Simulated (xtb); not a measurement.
## Geometry relaxation, with input and output: Si$_{2}$H$_{3}$ClF (part 3 of 3)

Continued. System: Si$_{2}$H$_{3}$ClF, multiplicity 2. Method: GFN2-xTB (xtb 6.7.1 later snapshot). The geometry comes from this level: PBE0-D4/def2-TZVP.

Geometry of the input (Å):
```
F  -0.3973  -2.1542  0.9991
Si -1.0495  -0.8945  0.2519
Si 0.5342  0.8481  0.1059
Cl -1.5415  -1.5161  -1.6472
H  -0.1264  1.9665  -0.6123
H  0.8897  1.2710  1.4840
H  1.7521  0.4114  -0.6270
```

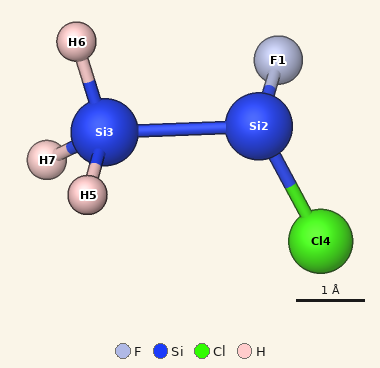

*The geometry at step 5 of the log (ball-and-stick view, seen at a tilt; atoms are numbered from 1 in the order of the input).*

**Log, continued**
```
 ---------------------------
F1-Si2=1.6353        Si2-F1=1.6353        Si2-Si3=2.3018       Si2-Cl4=2.0396       Si3-Si2=2.3018       Si3-H5=1.4636
Si3-H6=1.4636        Si3-H7=1.4680        Cl4-Si2=2.0396       H5-Si3=1.4636        H6-Si3=1.4636        H7-Si3=1.4680
 Si H  Rav=1.4651 sigma=0.0021  Rmin=1.4636  Rmax=1.4680     3
 Si F  Rav=1.6353 sigma=0.0000  Rmin=1.6353  Rmax=1.6353     1
 Si Si Rav=2.3018 sigma=0.0000  Rmin=2.3018  Rmax=2.3018     1
 Cl Si Rav=2.0396 sigma=0.0000  Rmin=2.0396  Rmax=2.0396     1

 selected bond angles (degree)
 --------------------
Si3-Si2-F1=105.78              Cl4-Si2-F1=100.35              Cl4-Si2-Si3=116.95             H5-Si3-Si2=105.75
H6-Si3-Si2=105.70              H6-Si3-H5=109.47               H7-Si3-Si2=121.33              H7-Si3-H5=107.08
H7-Si3-H6=107.17

 selected dihedral angles (degree)
 ---------------------------------
H5-Si3-Si2-F1=177.25          H5-Si3-Si2-Cl4= 66.58         H6-Si3-Si2-F1=293.30          H6-Si3-Si2-Cl4=182.62
H7-Si3-Si2-F1= 55.31          H7-Si3-Si2-Cl4=304.64
           -------------------------------------------------
          |                Final Singlepoint                |
           -------------------------------------------------

          ...................................................
          :                      SETUP                      :
          :.................................................:
          :  # basis functions                  37          :
          :  # atomic orbitals                  34          :
          :  # shells                           14          :
          :  # electrons                        25          :
          :  max. iterations                   250          :
          :  Hamiltonian                  GFN2-xTB          :
          :  restarted?                      false          :
          :  GBSA solvation                  false          :
          :  PC potential                    false          :
          :  electronic temp.          300.0000000     K    :
          :  accuracy                    1.0000000          :
          :  -> integral cutoff          0.2500000E+02      :
          :  -> integral neglect         0.1000000E-07      :
          :  -> SCF convergence          0.1000000E-05 Eh   :
          :  -> wf. convergence          0.1000000E-03 e    :
          :  Broyden damping             0.4000000          :
          :  net charge                          0          :
          :  unpaired electrons                  1          :
          ...................................................

 iter      E             dE          RMSdq      gap      omega  full diag
   1    -14.3706220 -0.143706E+02  0.189E-04    2.77       0.0  T
   2    -14.3706220 -0.200355E-10  0.117E-04    2.77     323.0  T
   3    -14.3706220 -0.192291E-10  0.114E-04    2.77     330.2  T

   *** convergence criteria satisfied after 3 iterations ***

         #    Occupation            Energy/Eh            Energy/eV
      -------------------------------------------------------------
         1        2.0000           -1.0548714             -28.7045
       ...           ...                  ...                  ...
         7        2.0000           -0.4959078             -13.4943
         8        2.0000           -0.4443900             -12.0925
         9        2.0000           -0.4426412             -12.0449
        10        2.0000           -0.4405254             -11.9873
        11        2.0000           -0.4356562             -11.8548
        12        2.0000           -0.4129157             -11.2360
        13        1.0000           -0.3181309              -8.6568 (HOMO)
        14                         -0.2162838              -5.8854 (LUMO)
        15                         -0.2118738              -5.7654
        16                         -0.1847633              -5.0277
        17                         -0.1746664              -4.7529
        18                         -0.1500415              -4.0828
       ...                                ...                  ...
        34                          0.8904354              24.2300
      -------------------------------------------------------------
                  HL-Gap            0.1018471 Eh            2.7714 eV
             Fermi-level           -0.3163653 Eh           -8.6087 eV

 SCC (total)                   0 d,  0 h,  0 min,  0.002 sec
 SCC setup                      ...        0 min,  0.000 sec (  1.258%)
 Dispersion                     ...        0 min,  0.000 sec (  0.392%)
 classical contributions        ...        0 min,  0.000 sec (  0.154%)
 integral evaluation            ...        0 min,  0.001 sec ( 26.177%)
 iterations                     ...        0 min,  0.001 sec ( 25.680%)
 molecular gradient             ...        0 min,  0.001 sec ( 42.664%)
 printout                       ...        0 min,  0.000 sec (  2.696%)

         :::::::::::::::::::::::::::::::::::::::::::::::::::::
         ::                     SUMMARY                     ::
         :::::::::::::::::::::::::::::::::::::::::::::::::::::
         :: total energy             -14.320689876095 Eh    ::
         :: gradient norm              0.000047844808 Eh/a0 ::
         :: HOMO-LUMO gap              2.771400254776 eV    ::
         ::.................................................::
         :: SCC energy               -14.370619183914 Eh    ::
         :: -> isotropic ES            0.033431576525 Eh    ::
         :: -> anisotropic ES         -0.002381431799 Eh    ::
         :: -> anisotropic XC         -0.000788816305 Eh    ::
         :: -> dispersion             -0.005061948142 Eh    ::
         :: repulsion energy           0.049929307818 Eh    ::
         :: add. restraining           0.000000000000 Eh    ::
         :: total charge               0.000000000000 e     ::
         :::::::::::::::::::::::::::::::::::::::::::::::::::::

           -------------------------------------------------
          |                Property Printout                |
           -------------------------------------------------

    * Orbital Energies and Occupations

         #    Occupation            Energy/Eh            Energy/eV
      -------------------------------------------------------------
         1        2.0000           -1.0548714             -28.7045
         2        2.0000           -0.8408792             -22.8815
         3        2.0000           -0.7358330             -20.0230
         4        2.0000           -0.6103370             -16.6081
         5        2.0000           -0.5117587             -13.9257
         6        2.0000           -0.5109589             -13.9039
         7        2.0000           -0.4959078             -13.4943
         8        2.0000           -0.4443900             -12.0925
         9        2.0000           -0.4426412             -12.0449
        10        2.0000           -0.4405254             -11.9873
        11        2.0000           -0.4356562             -11.8548
        12        2.0000           -0.4129157             -11.2360
        13        1.0000           -0.3181309              -8.6568 (HOMO)
        14                         -0.2162838              -5.8854 (LUMO)
        15                         -0.2118738              -5.7654
        16                         -0.1847633              -5.0277
        17                         -0.1746664              -4.7529
        18                         -0.1500415              -4.0828
        19                         -0.0923699              -2.5135
        20                         -0.0880161              -2.3950
        21                         -0.0598703              -1.6292
        22                         -0.0068006              -0.1851
        23                          0.0164595               0.4479
        24                          0.0230387               0.6269
       ...                                ...                  ...
        34                          0.8904354              24.2300
      -------------------------------------------------------------
                  HL-Gap            0.1018471 Eh            2.7714 eV
             Fermi-level           -0.3163653 Eh           -8.6087 eV

     #   Z          covCN         q      C6AA      α(0)
     1   9          0.705    -0.280    12.108     4.109
     2  14          2.454     0.459   177.691    29.139
     3  14          3.699     0.382   100.132    19.165
     4  17          0.804    -0.266   107.499    15.861
     5   1          0.918    -0.116     6.170     3.885
     6   1          0.918    -0.106     5.790     3.763
     7   1          0.917    -0.072     4.681     3.384

 Mol. C6AA /au·bohr⁶  :       1899.562798
 Mol. C8AA /au·bohr⁸  :      89649.740429
 Mol. α(0) /au        :         79.305717

Wiberg/Mayer (AO) data.
largest (>0.10) Wiberg bond orders for each atom

 ---------------------------------------------------------------------------
     #   Z sym  total        # sym  WBO       # sym  WBO       # sym  WBO
 ---------------------------------------------------------------------------
     1   9      1.189 --     2      1.121
     2  14      3.234 --     1      1.121     4      1.102     3      0.926
     3  14      3.699 --     2      0.926     5      0.898     6      0.897
                             7      0.895
     4  17      1.201 --     2      1.102
     5   1      0.986 --     3      0.898
     6   1      0.989 --     3      0.897
     7   1      0.994 --     3      0.895
 ---------------------------------------------------------------------------

Topologies differ in total number of bonds
Writing topology from bond orders to xtbtopo.mol

molecular dipole:
                 x           y           z       tot (Debye)
 q only:        0.095       1.082       0.452
   full:        0.243       0.712      -0.005       1.912
molecular quadrupole (traceless):
                xx          xy          yy          xz          yz          zz
 q only:        4.059      -2.900      -4.333      -3.960      -1.172       0.273
  q+dip:        3.284      -2.035      -3.834      -2.506       0.859       0.550
   full:        2.233      -1.637      -3.214      -1.971       0.928       0.981

           -------------------------------------------------
          |                Geometry Summary                 |
           -------------------------------------------------

      molecular mass/u    :      113.6461604
   center of mass at/Å    :       -0.6872656      -0.8335431      -0.2585900
  moments of inertia/u·Å² :        0.1008598E+03   0.2477748E+03   0.3225883E+03
rotational constants/cm⁻¹ :        0.1671393E+00   0.6803610E-01   0.5225743E-01

 * 5 selected distances

     #   Z          #   Z                                           value/Å
     2  14          3  14                                         2.3017918 (max)
     2  14          4  17                                         2.0395777
     3  14          5   1                                         1.4636210 (min)
     3  14          6   1                                         1.4636346
     3  14          7   1                                         1.4679887

 * 3 distinct bonds (by element types)

   Z      Z             #   av. dist./Å        max./Å        min./Å
   1 H   14 Si          3     1.4650814     1.4679887     1.4636210
  14 Si  14 Si          1     2.3017918     2.3017918     2.3017918
  14 Si  17 Cl          1     2.0395777     2.0395777     2.0395777

optimized geometry written to: xtbopt.xyz

           -------------------------------------------------
          | TOTAL ENERGY              -14.320689876095 Eh   |
          | GRADIENT NORM               0.000047844808 Eh/α |
          | HOMO-LUMO GAP               2.771400254776 eV   |
           -------------------------------------------------

------------------------------------------------------------------------
------------------------------------------------------------------------
 total:
 *  cpu-time:     0 d,  0 h,  0 min,  0.046 sec
 * ratio c/w:     1.000 speedup
 SCF:
 *  cpu-time:     0 d,  0 h,  0 min,  0.005 sec
 * ratio c/w:     1.000 speedup
 ANC optimizer:
 *  cpu-time:     0 d,  0 h,  0 min,  0.035 sec
 * ratio c/w:     1.000 speedup
```

**File xtbopt.xyz**
```
7
 energy: -14.320689876095 gnorm: 0.000047844808 xtb: 6.7.1
F           -0.36671088983913       -2.10180456935773        0.91692653552463
Si          -1.07423263487534       -0.81219941107266        0.20234187478745
Si           0.55325083939091        0.81159524875300        0.08906025747610
Cl          -1.66824405286712       -1.64992999092945       -1.55982564692261
H           -0.06069485218695        1.94120360185112       -0.61039789191406
H            0.83287922048395        1.18959495178571        1.47511578031527
H            1.84505236989372        0.55374016897008       -0.55882090926677
```

**Standard error**
```
normal termination of xtb
```

**Trajectory as extended XYZ (Å, eV, eV/Å), 10 frames, from step=0 to step=9**
```
7
Properties=species:S:1:pos:R:3 step=0 energy=-389.58851
F    -0.3973   -2.1542    0.9991
Si   -1.0495   -0.8945    0.2519
Si    0.5342    0.8481    0.1059
Cl   -1.5415   -1.5161   -1.6472
H    -0.1264    1.9665   -0.6123
H     0.8897    1.2710    1.4840
H     1.7521    0.4114   -0.6270
7
Properties=species:S:1:pos:R:3 step=1 energy=-389.64610
F    -0.3852   -2.1107    0.9374
Si   -1.0846   -0.8190    0.2615
Si    0.5058    0.7726    0.1089
Cl   -1.5315   -1.5541   -1.6048
H    -0.0975    1.9171   -0.5901
H     0.8872    1.2465    1.4470
H     1.7671    0.4798   -0.6053
7
Properties=species:S:1:pos:R:3 step=2 energy=-389.67341
F    -0.3881   -2.1107    0.9174
Si   -1.1079   -0.8160    0.2508
Si    0.5452    0.8096    0.1048
Cl   -1.5664   -1.5987   -1.5875
H    -0.0988    1.9160   -0.5989
H     0.8793    1.2254    1.4636
H     1.7981    0.5065   -0.5959
7
Properties=species:S:1:pos:R:3 step=3 energy=-389.68003
F    -0.3879   -2.1157    0.9262
Si   -1.0615   -0.8163    0.2180
Si    0.5465    0.8294    0.1008
Cl   -1.6193   -1.6258   -1.5796
H    -0.0845    1.9388   -0.6092
H     0.8625    1.2081    1.4757
H     1.8054    0.5137   -0.5775
7
Properties=species:S:1:pos:R:3 step=4 energy=-389.68449
F    -0.3784   -2.1120    0.9281
Si   -1.0726   -0.8205    0.2165
Si    0.5440    0.8137    0.0904
Cl   -1.6379   -1.6305   -1.5716
H    -0.0682    1.9445   -0.6072
H     0.8463    1.1982    1.4690
H     1.8281    0.5388   -0.5708
7
Properties=species:S:1:pos:R:3 step=5 energy=-389.68559
F    -0.3712   -2.1004    0.9202
Si   -1.0764   -0.8112    0.2064
Si    0.5529    0.8085    0.0908
Cl   -1.6568   -1.6446   -1.5644
H    -0.0660    1.9360   -0.6063
H     0.8371    1.1927    1.4745
H     1.8416    0.5512   -0.5666
7
Properties=species:S:1:pos:R:3 step=6 energy=-389.68579
F    -0.3670   -2.1018    0.9176
Si   -1.0748   -0.8123    0.2016
Si    0.5523    0.8124    0.0880
Cl   -1.6681   -1.6522   -1.5591
H    -0.0594    1.9441   -0.6106
H     0.8338    1.1868    1.4749
H     1.8445    0.5552   -0.5580
7
Properties=species:S:1:pos:R:3 step=7 energy=-389.68582
F    -0.3676   -2.1013    0.9181
Si   -1.0738   -0.8120    0.2013
Si    0.5538    0.8117    0.0889
Cl   -1.6682   -1.6510   -1.5603
H    -0.0612    1.9416   -0.6093
H     0.8332    1.1890    1.4753
H     1.8452    0.5542   -0.5596
7
Properties=species:S:1:pos:R:3 step=8 energy=-389.68582
F    -0.3673   -2.1016    0.9173
Si   -1.0743   -0.8120    0.2023
Si    0.5533    0.8116    0.0890
Cl   -1.6675   -1.6501   -1.5599
H    -0.0610    1.9413   -0.6100
H     0.8332    1.1892    1.4751
H     1.8449    0.5539   -0.5594
7
Properties=species:S:1:pos:R:3 step=9 energy=-389.68582
F    -0.3667   -2.1018    0.9169
Si   -1.0742   -0.8122    0.2023
Si    0.5533    0.8116    0.0891
Cl   -1.6682   -1.6499   -1.5598
H    -0.0607    1.9412   -0.6104
H     0.8329    1.1896    1.4751
H     1.8451    0.5537   -0.5588
```

**Summary**

| quantity | value |
| --- | --- |
| outcome | converged |
| electrons treated | 25 |
| total energy | −14.320690 hartree |
| dispersion energy | −0.005062 hartree |
| basis functions | 37 |
| dipole moment | 1.91 D |
| hardware | 1 thread of Arm Neoverse V2, 24 GiB of memory available, shared host |
| peak memory | 0.073 GiB |

**Notes**

Further notes kept with the run: no spin polarisation: high-spin states lie too high.
